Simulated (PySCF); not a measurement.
**CoN (quintet): density, localisation and related maps**

| atom | x (Å) | y (Å) | z (Å) |
| --- | --- | --- | --- |
| Co | 0.0000 | 0.0000 | -0.3137 |
| N | 0.0000 | 0.0000 | 1.3203 |

Level of theory: PBE0/def2-TZVPP, non-relativistic Hamiltonian with scalar-relativistic core potentials where named, at a bond length of 1.634 Å in PySCF 2.14.0.

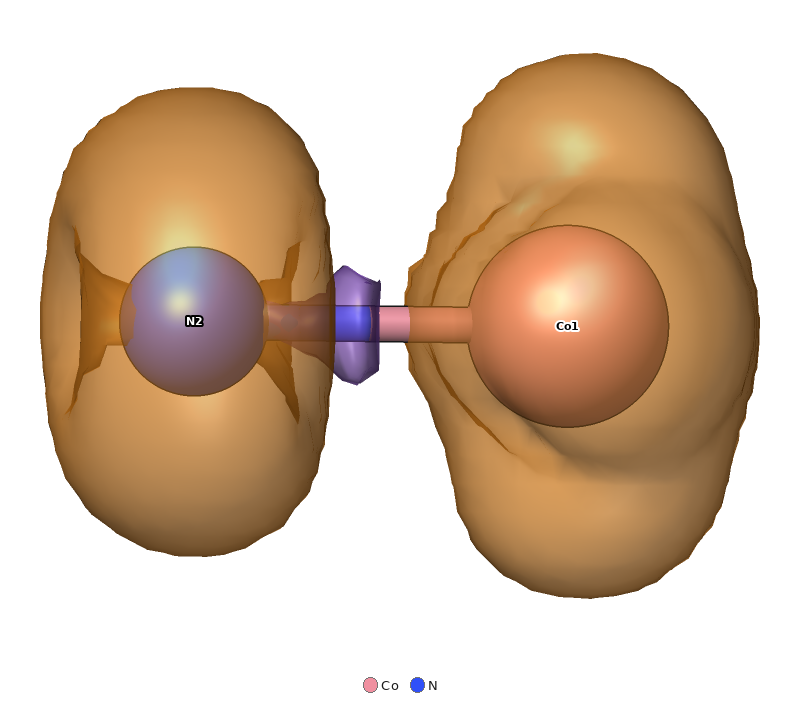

Figure 1. Isosurfaces of the spin density at +0.1 (orange) and −0.1 e/Å³ (purple), seen from one side.

### Which atoms carry the spin?

The unpaired spin (4 electrons) lies mostly on Co1 (about 2.7) and N2 (about 1.3), in electrons by Hirshfeld's partition.

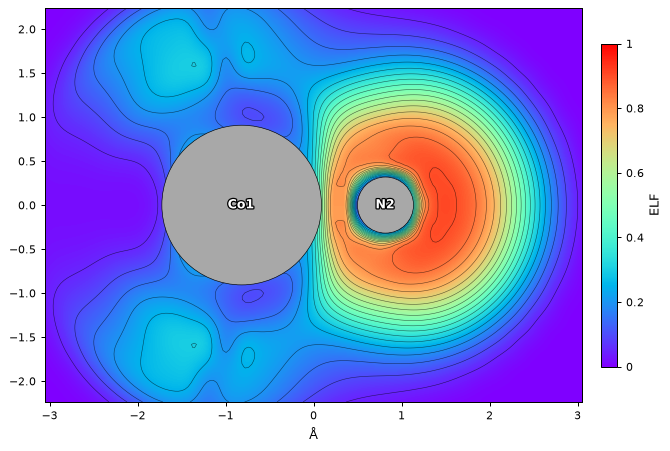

Figure 2. ELF on a plane that holds the molecular axis. Grey discs cover the atomic cores.

### What does the map show?

- The section cuts through Co and N sites.
- Co–N (1.63 Å): the ELF peaks at about 0.80 in the valence shell of N, 0.6 Å from its nucleus, and is about 0.35 at the midpoint.

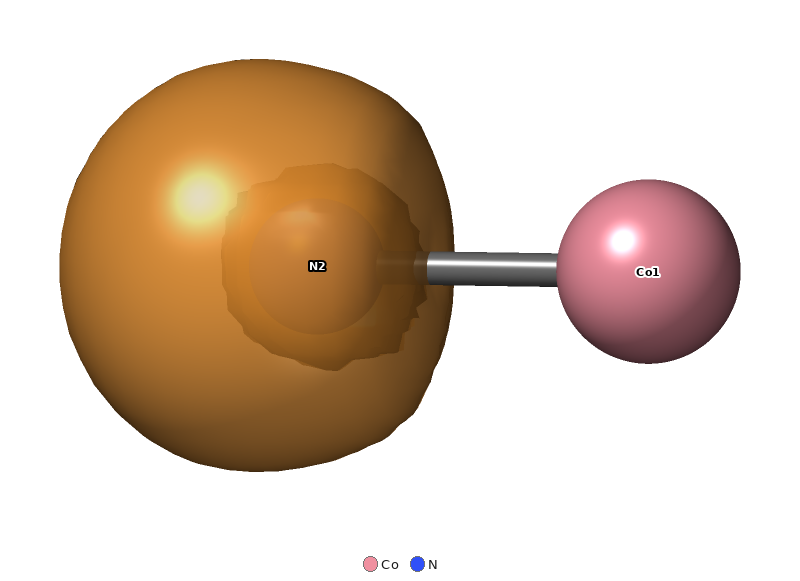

Figure 3. Isosurface of the electron localisation function at 0.75 (orange), seen from one side. Only the valence region is drawn (cores and ρ < 0.01 e/Å³ removed).

### Describe the localisation domains.

The surface consists of one lobe on N, pointing away from the bonds (non-bonding electrons).
